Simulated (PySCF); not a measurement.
# CuNOH: quartet, from a bent start

The task is one start of a wider search on CuNOH: the quartet, from a bent start. It is relaxed, tested by its Hessian and followed downhill if it is a saddle.

Method: PBE0, basis Cu def2-TZVP, N def2-TZVP, O def2-TZVP, H def2-TZVP, no relativity, density fitting; program: PySCF 2.14.0.

## 1. Starting geometry

4 atoms, charge 0, spin multiplicity 4.

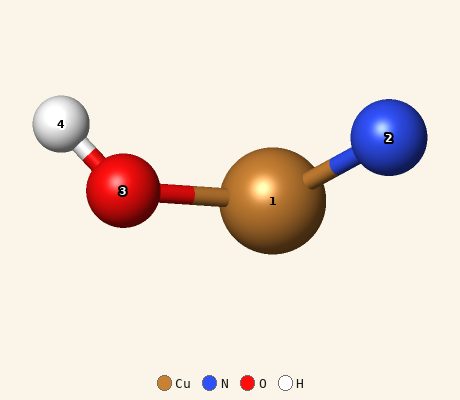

As it starts; copper orange, nitrogen blue, oxygen red, hydrogen white; atoms are numbered from 1 in the order of the file.

Z-matrix (Å, degrees; charge 0 multiplicity 4):
```
Cu
N  1 1.7500
O  1 1.7500 2 110.00
H  3 0.9600 1 130.00 2 90.00
```

## 2. The SCF at the typed geometry

The steps below are one call of a driver around PySCF. For each, scf.py gives the equivalent set-up of the SCF; relaxations use the driver's own optimiser. After this first run the driver tries any further starts and a stability analysis.

Input file scf.py:

```python
from pyscf import gto, scf, dft
mol = gto.M(atom='''
Cu     0.000000     0.000000     0.000000
N      1.433500     0.000000     1.003800
O     -1.433500     0.000000     1.003800
H     -1.939000     0.735400     1.357700''',
    basis={'Cu': 'def2-TZVP', 'N': 'def2-TZVP', 'O': 'def2-TZVP', 'H': 'def2-TZVP'},
    charge=0, spin=3)
mf = dft.UKS(mol, xc='PBE0')
mf.grids.atom_grid = (50, 194)
aux = {'Cu': 'def2-universal-JKFIT', 'N': 'def2-universal-JKFIT', 'O': 'def2-universal-JKFIT', 'H': 'def2-universal-JKFIT'}
mf = mf.density_fit(auxbasis=aux)
mf.conv_tol = 1e-08
mf.diis_space = 10
mf.max_cycle = 60
mf.init_guess = 'minao'
mf.verbose = 4
mf.kernel()
```

Run with:

```console
> OMP_NUM_THREADS=4 python axn.py task.json out
```

Standard output:

```text
init E= -1770.17840497329
[... the frontier-level lines of each cycle are left out ...]
cycle= 1 E= -1765.78433243371  delta_E= 4.39  |g|= 4.53  |ddm|= 1.75
cycle= 2 E= -1749.58844374158  delta_E= 16.2  |g|= 8.73  |ddm|= 6.32
cycle= 3 E= -1769.35728961223  delta_E= -19.8  |g|=  2.6  |ddm|= 5.48
cycle= 4 E= -1768.306712559  delta_E= 1.05  |g|= 2.15  |ddm|= 2.03
cycle= 5 E= -1770.20285757021  delta_E= -1.9  |g|= 1.06  |ddm|=    2
cycle= 6 E= -1770.4442182414  delta_E= -0.241  |g|= 0.662  |ddm|= 0.935
cycle= 7 E= -1770.60448574562  delta_E= -0.16  |g|= 0.146  |ddm|= 0.338
cycle= 8 E= -1770.61045326961  delta_E= -0.00597  |g|= 0.0315  |ddm|= 0.107
cycle= 9 E= -1770.61118517837  delta_E= -0.000732  |g|= 0.0108  |ddm|= 0.0331
cycle= 10 E= -1770.61135433701  delta_E= -0.000169  |g|= 0.00872  |ddm|= 0.0223
cycle= 11 E= -1770.61142854842  delta_E= -7.42e-05  |g|= 0.00687  |ddm|= 0.0181
cycle= 12 E= -1770.61144661054  delta_E= -1.81e-05  |g|= 0.00335  |ddm|= 0.00677
cycle= 13 E= -1770.61145280058  delta_E= -6.19e-06  |g|= 0.000954  |ddm|= 0.00642
cycle= 14 E= -1770.61145318374  delta_E= -3.83e-07  |g|= 0.000268  |ddm|= 0.00134
cycle= 15 E= -1770.61145325655  delta_E= -7.28e-08  |g|= 6.26e-05  |ddm|= 0.000554
cycle= 16 E= -1770.61145326583  delta_E= -9.27e-09  |g|= 4.76e-05  |ddm|= 0.000154
Extra cycle  E= -1770.61145326935  delta_E= -3.52e-09  |g|= 6.69e-05  |ddm|= 0.000114
converged SCF energy = -1770.61145326935  <S^2> = 3.7666483  2S+1 = 4.0083155
```

This step, with its further starts and checks, ran for 17 s (4 threads of Arm Neoverse N1, shared host).

Energies from each starting density:

| start | energy (Eh) |
| --- | --- |
| the minimal-basis guess | -1770.611453 |
| a thermally smeared density | -1770.611453 |
| a smeared PBE density | -1770.611453 |

No lower solution of this spin turned up from the other starts or in the test of internal stability.

## 3. Bent start, quartet: relaxation

The program finds C1 symmetry in the start. The walk stops when the largest gradient is under 0.0003 Eh/bohr and the energy has settled too.

scf.py, as its differences from that of step 2:

```diff
@@ -3,4 +3,4 @@
-Cu     0.000000     0.000000     0.000000
-N      1.433500     0.000000     1.003800
-O     -1.433500     0.000000     1.003800
-H     -1.939000     0.735400     1.357700''',
+Cu     0.051200    -0.007890    -0.335127
+N      1.484700    -0.007890     0.668673
+O     -1.382300    -0.007890     0.668673
+H     -1.887800     0.727510     1.022573''',
@@ -16 +15,0 @@
-mf.init_guess = 'minao'
```

Energy and gradient, step by step:

| step | energy (Eh) | change (kJ/mol) | largest gradient (Eh/bohr) |
| --- | --- | --- | --- |
| 0 | -1770.611453 | 0.00 | 0.02810 |
| 1 | -1770.618215 | -17.75 | 0.01425 |
| 2 | -1770.622600 | -29.27 | 0.02542 |
| 3 | -1770.623936 | -32.77 | 0.01665 |
| 4 | -1770.624860 | -35.20 | 0.01352 |
| 5 | -1770.626547 | -39.63 | 0.00735 |
| 6 | -1770.627499 | -42.13 | 0.00608 |
| 7 | -1770.628054 | -43.59 | 0.00463 |
| 8 | -1770.628495 | -44.74 | 0.00453 |
| 9 | -1770.628616 | -45.06 | 0.00670 |
| 10 | -1770.628712 | -45.31 | 0.00326 |
| 11 | -1770.628739 | -45.38 | 0.00096 |
| 12 | -1770.628750 | -45.41 | 0.00053 |
| 13 | -1770.628751 | -45.42 | 0.00015 |

The walk took 44 s.

Geometry (Å) and forces (eV/Å) at some steps:

```
step 0
Cu   0.051  -0.008  -0.335  -0.479   0.197  -0.219
N    1.485  -0.008   0.669   1.445   0.014   0.283
O   -1.382  -0.008   0.669  -1.320  -0.323   0.146
H   -1.888   0.728   1.023   0.353   0.112  -0.209
step 1
Cu   0.048  -0.019  -0.298  -0.320   0.171   0.475
N    1.565   0.004   0.657   0.634   0.010  -0.110
O   -1.473  -0.025   0.621  -0.733  -0.037  -0.088
H   -1.874   0.744   1.045   0.419  -0.143  -0.277
step 7
Cu   0.063   0.045   0.071   0.079  -0.042   0.030
N    1.785  -0.034   0.464   0.020  -0.022  -0.047
O   -1.661  -0.053   0.515   0.139  -0.091  -0.094
H   -1.921   0.746   0.975  -0.238   0.155   0.111
step 13
Cu   0.107   0.075   0.185   0.008   0.002  -0.004
N    1.842  -0.076   0.383   0.000  -0.002   0.002
O   -1.642  -0.027   0.515  -0.007   0.000   0.001
H   -2.041   0.733   0.943  -0.001   0.000   0.001
```

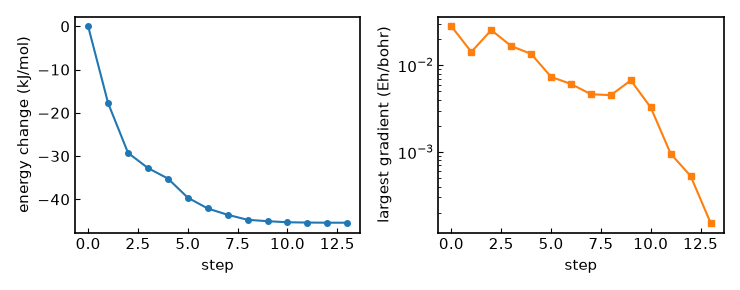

How energy and gradient fall.

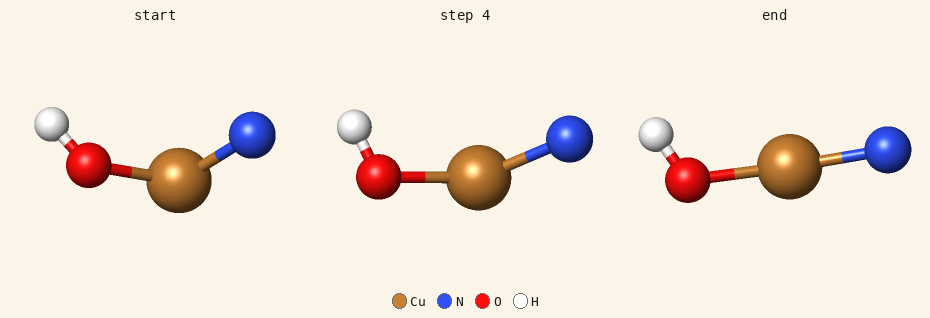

The geometry along the walk, at one scale.

After 13 steps and 45.4 kJ/mol it ends at C1: Cu–N 1.753 Å, Cu–O 1.782 Å, O–H 0.959 Å; Cu–O–H 116.5°, N–Cu–O 160.9°.

## 4. Hessian and properties

The point is checked on the finer grid, and tightened if its gradient asks for it. The Hessian and the dipole derivatives come from central differences of analytic gradients, with steps of 0.02 bohr.

scf.py, as its differences from that of step 3:

```diff
@@ -3,4 +3,4 @@
-Cu     0.051200    -0.007890    -0.335127
-N      1.484700    -0.007890     0.668673
-O     -1.382300    -0.007890     0.668673
-H     -1.887800     0.727510     1.022573''',
+Cu     0.062044     0.031477    -0.094509
+N      1.796984    -0.117174     0.104703
+O     -1.686601    -0.068765     0.235906
+H     -2.084851     0.690816     0.664743''',
@@ -10 +10 @@
-mf.grids.atom_grid = (50, 194)
+mf.grids.atom_grid = (75, 302)
@@ -13 +13 @@
-mf.conv_tol = 1e-08
+mf.conv_tol = 1e-10
```

This SCF starts from the last density.

SCF at the final geometry:

```text
init E= -1770.6286664363
[... the frontier-level lines of each cycle are left out ...]
cycle= 1 E= -1770.62866643612  delta_E= 1.74e-10  |g|= 3.03e-05  |ddm|= 1.28e-05
cycle= 2 E= -1770.62866643302  delta_E= 3.1e-09  |g|= 0.00013  |ddm|= 5.11e-05
cycle= 3 E= -1770.62866643631  delta_E= -3.28e-09  |g|= 1.4e-06  |ddm|= 4.19e-05
cycle= 4 E= -1770.62866643632  delta_E= -1.34e-11  |g|= 5.75e-07  |ddm|= 1.04e-06
Extra cycle  E= -1770.62866643631  delta_E= 1.05e-11  |g|= 9.09e-07  |ddm|= 1.71e-06
converged SCF energy = -1770.62866643631  <S^2> = 3.7640093  2S+1 = 4.0069985
```

The whole step took 1.7 min.

Geometry: C1; Cu–N 1.753 Å, Cu–O 1.782 Å, O–H 0.959 Å; Cu–O–H 116.5°, N–Cu–O 161.0°.

Modes, for the most abundant isotopes:

| symmetry | ω (cm⁻¹) | IR (km/mol) | μ (u) |
| --- | --- | --- | --- |
| a | 90 | 18.5 | 9.02 |
| a | 234 | 87.5 | 1.53 |
| a | 540 | 5.8 | 13.99 |
| a | 664 | 178 | 2.77 |
| a | 683 | 16.2 | 1.62 |
| a | 3903 | 107 | 1.07 |

μ is the mass of the mode for normalised Cartesian displacements, not the reduced mass of the usual diatomic formula.

Every mode is real; the point is a minimum.

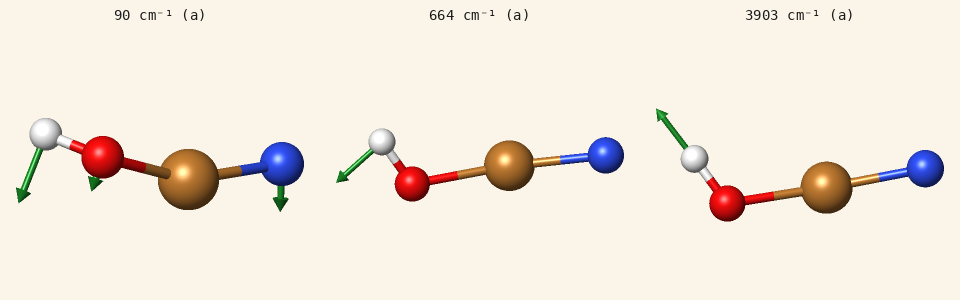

Displacements of 3 of the modes, as arrows (one member where a mode is degenerate).

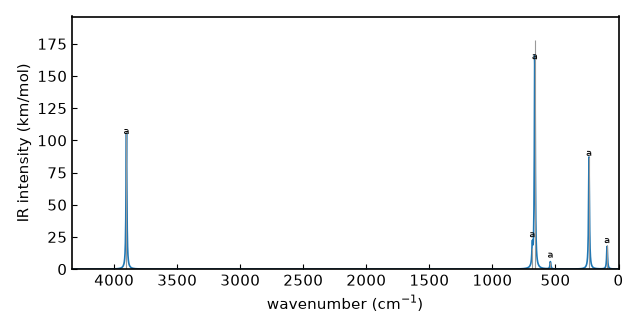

The harmonic infrared spectrum (widths in cm⁻¹). Lines are broadened to a width of 8 cm⁻¹ (Lorentzian).

Properties at this point:

- Dipole moment: 1.91 D
- Highest occupied level: -7.46 eV
- Lowest empty level: -4.71 eV
- Rotational constants: 6.801, 0.1749, 0.1728 cm⁻¹
- Zero-point energy: 36.6 kJ/mol
- Principal polarisabilities: 22.5, 22.6, 93.1 bohr³
- Atomisation energy without zero-point energy: 843 kJ/mol
- Principal traceless quadrupole moments about the centre of mass: -8.28, 1.81, 6.47 D Å
- Entropy at 298.15 K and 1 bar (electronic part: spin only): 295.6 J/(mol K)
- Heat capacity Cp at 298.15 K: 61.2 J/(mol K)
- Enthalpy at 298.15 K above 0 K: 14.40 kJ/mol
- Rotational symmetry number: 1
- Spin squared ⟨S²⟩: 3.764

Populations by atom (charges in e):

| atom | Mulliken | Löwdin | polar tensor | spin (Mulliken) | Mayer order to Cu1 |
| --- | --- | --- | --- | --- | --- |
| Cu1 | 0.49 | 0.25 | 0.81 | 0.52 | – |
| N2 | -0.13 | 0.00 | -0.24 | 2.38 | 1.16 |
| O3 | -0.67 | -0.40 | -0.83 | 0.11 | 0.97 |
| H4 | 0.32 | 0.15 | 0.27 | 0.00 | 0.01 |

Mulliken populations on Cu1: s 6.61, p 12.30, d 9.61, f 0.00.

## 5. Outcome

| quantity | value |
| --- | --- |
| minimum | quartet, C1 |
| geometry | Cu–N 1.753 Å, Cu–O 1.782 Å, O–H 0.959 Å; Cu–O–H 116.5°, N–Cu–O 161.0° |
| wavenumbers (cm⁻¹) | 90 (a), 234 (a), 540 (a), 664 (a), 683 (a), 3903 (a) |
| dipole moment | 1.91 D |
| highest occupied, lowest empty level (either spin) | -7.46, -4.71 eV |
| polar-tensor charge of Cu1 | +0.81 e |
| zero-point energy | 36.6 kJ/mol |
| entropy at 298.15 K | 295.6 J/(mol K) |
| atomisation energy (no zero-point energy) | 843 kJ/mol |
| ⟨S²⟩ | 3.764 |

The bent start ends in a minimum without symmetry. In the infrared the band at 664 cm⁻¹ (a) leads. Most of the spin sits on N2 (Mulliken spin 2.38, against 3 for the whole molecule). Other starts or spin states, not run here, may lie lower. One determinant may miss the lowest occupation of an open d or f shell.

The search up to here took 2.7 min.
